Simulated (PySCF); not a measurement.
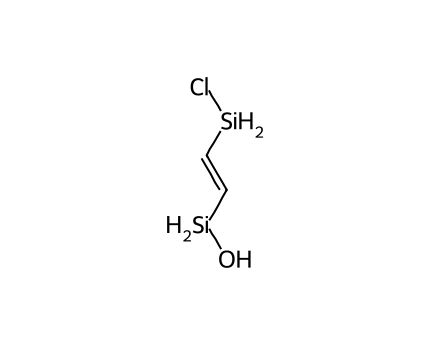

Write the SMILES.

Answer. O[SiH2]/C=C/[SiH2]Cl

Give the formula, hydrogens included.

Answer. C2H7ClOSi2.

An optimisation with PBE0-D3(BJ)/def2-SVP gave a structure of which point group?

Answer. C1. Other conformers may differ.

The parts below concern this one geometry. Atoms keep their numbers from picture to picture. Computed geometry: PBE0-D3(BJ)/def2-SVP optimisation. No frequency run is at hand to confirm it as a minimum.

Electronic properties

No frequency run is at hand to confirm it as a minimum. Level of theory: PBE0/pcSseg-0, gas phase (PySCF 2.14.0).

Computed properties:

- dipole moment: 2.41 D
- HOMO energy (Kohn–Sham orbital): −8.37 eV
- LUMO energy (Kohn–Sham orbital): −1.07 eV
- HOMO–LUMO gap: 7.30 eV

Core levels

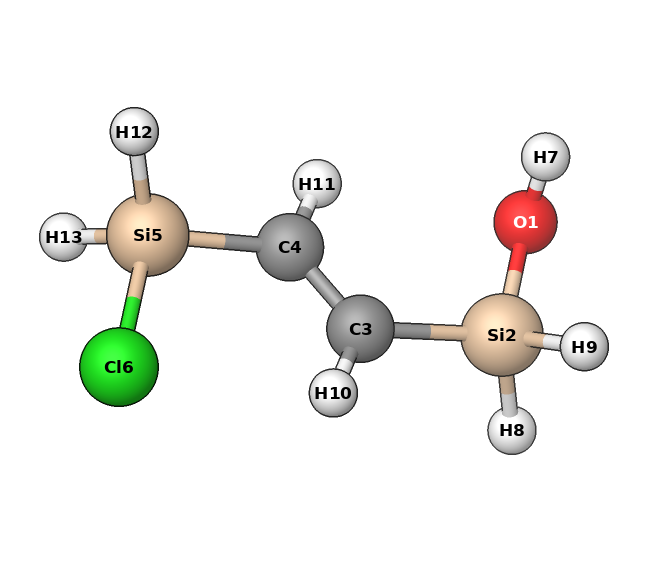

No frequency run is at hand to confirm it as a minimum. Properties computed with delta-SCF UKS B3LYP, pcX-2 on the ionised atom, pcseg-1 elsewhere, spin-free X2C (PySCF 2.14.0).

Give the core-electron binding energies (to vacuum; p and d levels without spin–orbit splitting) of O1 1s, Si2 1s, Si2 2p, C3 1s, C4 1s, Si5 1s, Si5 2p, Cl6 1s, Cl6 2p.

| atom | level | binding energy (eV) |
| --- | --- | --- |
| O1 | 1s | 538.5 |
| Si2 | 1s | 1845.9 |
| Si2 | 2p | 107.6 |
| C3 | 1s | 290.3 |
| C4 | 1s | 290.4 |
| Si5 | 1s | 1846.2 |
| Si5 | 2p | 107.8 |
| Cl6 | 1s | 2826.1 |
| Cl6 | 2p | 206.1 |

NMR shielding

The questions are on isotropic NMR shieldings of the C atoms. No frequency run is at hand to confirm it as a minimum. Properties computed with GIAO PBE0/IGLO-III NMR shielding, non-relativistic, gas phase (PySCF 2.14.0).

Give the isotropic NMR shieldings of the C atoms atom by atom.

```
atom  σ (ppm)
  C3     15.9
  C4     29.0
```

Bond orders

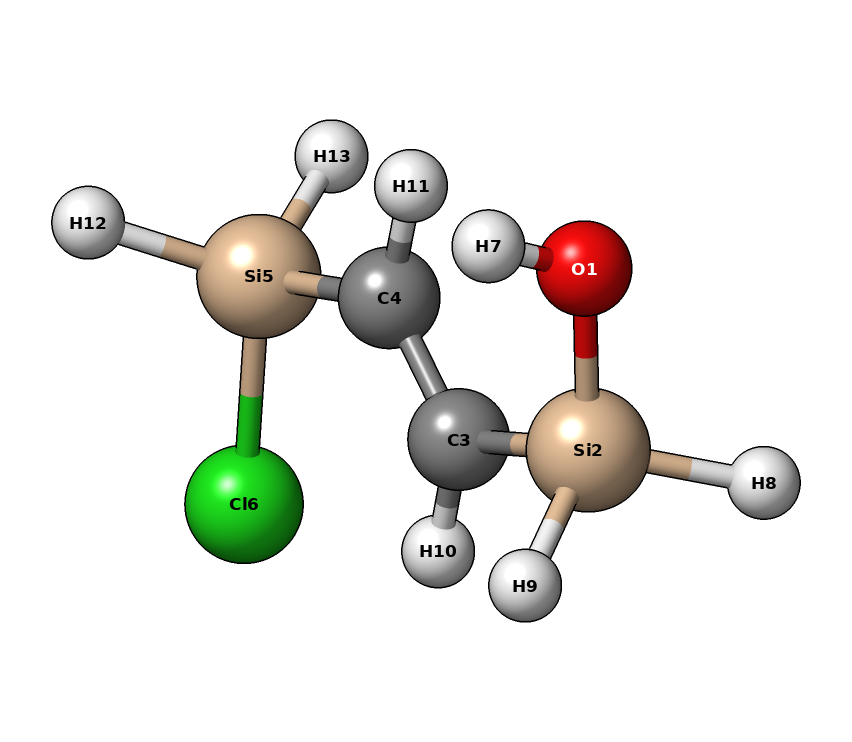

Every bond is drawn as one stick. No frequency run is at hand to confirm it as a minimum. Method: PBE0/def2-SVP (PySCF 2.14.0).

List the Mayer bond orders of O1–Si2, O1–H7, Si2–C3, Si2–H8, Si2–H9, C3–C4, C3–H10, C4–Si5, C4–H11, Si5–Cl6, Si5–H12, Si5–H13.

```csv
bond,Mayer order,length (Å)
O1–Si2,1.11,1.669
O1–H7,0.96,0.961
Si2–C3,0.92,1.871
Si2–H8,0.93,1.489
Si2–H9,0.92,1.498
C3–C4,1.91,1.344
C3–H10,0.92,1.100
C4–Si5,0.96,1.864
C4–H11,0.92,1.101
Si5–Cl6,1.05,2.073
Si5–H12,0.93,1.491
Si5–H13,0.93,1.490
```
